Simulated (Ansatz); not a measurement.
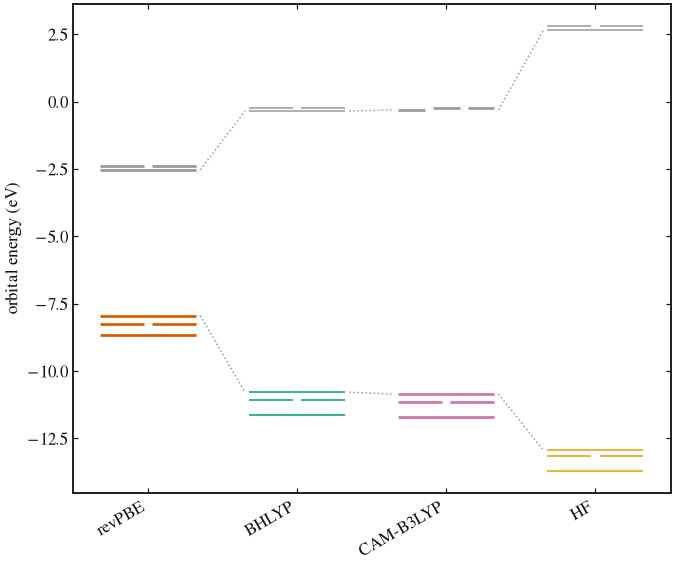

Frontier orbital energies of C₂Cl₃N, SMILES N#CC(Cl)(Cl)Cl at one geometry, def2-TZVPP, the Ansatz code 0.2.0, at a PBE0-D4/def2-TZVP geometry (a minimum by its frequencies). Empty levels are grey, levels within 0.1 eV stand side by side; all columns show the same few orbitals around the gap. Dotted lines join the HOMOs and the LUMOs.

**Compare the HOMO-LUMO separations.**

The separation grows from 5.41 eV (revPBE) to 15.57 eV (HF).

```csv
level,HOMO (eV),LUMO (eV),separation (eV)
revPBE,−7.94,−2.53,5.41
BHLYP,−10.78,−0.35,10.43
CAM-B3LYP,−10.85,−0.31,10.55
HF,−12.92,2.64,15.57
```

Caveats, for all or some of the runs: empty levels above zero depend strongly on the basis.
